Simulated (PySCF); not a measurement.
**C4H9P2Si (doublet): density, localisation and related maps**

```yaml
atoms:
  - { symbol: C, position_ang: [2.3316, -0.7628, 1.7471] }
  - { symbol: C, position_ang: [1.9582, -0.7011, 0.6115] }
  - { symbol: C, position_ang: [1.4928, -0.5928, -0.7541] }
  - { symbol: C, position_ang: [0.5916, 0.6280, -0.9322] }
  - { symbol: Si, position_ang: [-0.9448, 0.5247, 0.2322] }
  - { symbol: P, position_ang: [-2.5004, 1.8740, -0.7215] }
  - { symbol: P, position_ang: [-1.6290, -1.6333, 0.0929] }
  - { symbol: H, position_ang: [2.6670, -0.8315, 2.7384] }
  - { symbol: H, position_ang: [0.9325, -1.5011, -1.0078] }
  - { symbol: H, position_ang: [2.3589, -0.5330, -1.4212] }
  - { symbol: H, position_ang: [0.2488, 0.6783, -1.9686] }
  - { symbol: H, position_ang: [1.1629, 1.5366, -0.7361] }
  - { symbol: H, position_ang: [-3.3567, 1.8690, 0.3652] }
  - { symbol: H, position_ang: [-1.8921, 3.0478, -0.3162] }
  - { symbol: H, position_ang: [-2.6711, -1.4997, 0.9952] }
  - { symbol: H, position_ang: [-0.7578, -2.0940, 1.0638] }
```

Geometry: GFN2-xTB.

The calculation used PySCF 2.14.0, density-fitted response routines, UKS B3LYP, pcH-1 on C H P Si, non-relativistic, mean-field spin-orbit, GIAO.

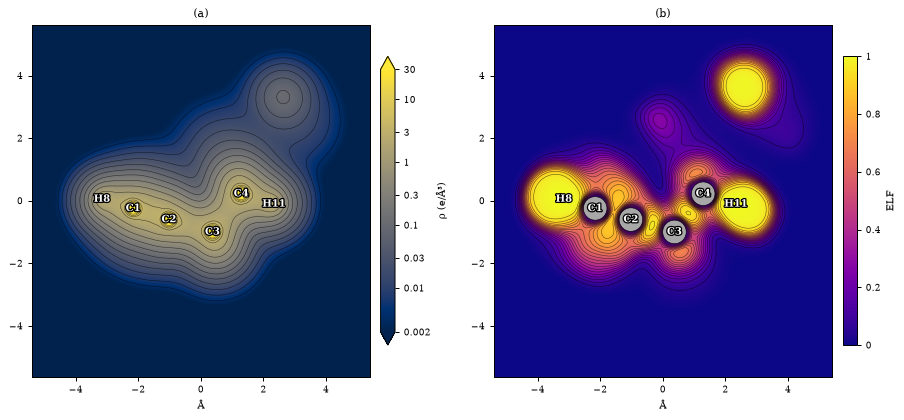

Figure 1. (a) electron density; (b) electron localisation function on the plane of atoms C3, C4 and H11. Grey discs cover the atomic cores in the ELF map.

**Interpret the plot.**

The section cuts through C and H sites. C–C (1.20 Å): ρ at the midpoint is about 2.8 e/Å³; the ELF peaks at about 0.85 between the atoms: a short, multiple covalent bond. C–H (1.05 Å): ρ is about 2.1 e/Å³ halfway; the ELF climbs to about 1 towards the hydrogen, as it does in any bond to H (a covalent bond by its length).

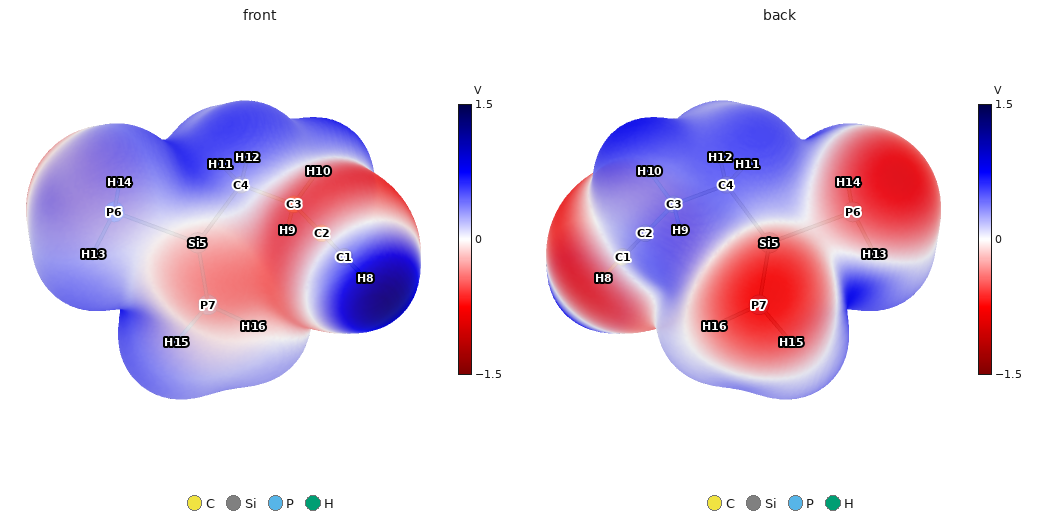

Figure 2. The molecular electrostatic potential painted on the density surface at 0.001 e/bohr³, seen from the front and from behind; red is negative and blue positive.

**Describe the electrostatic potential map.**

The most negative region (about −0.8 V) lies over P6 and P7, the most positive (about +1.2 V) over H8.
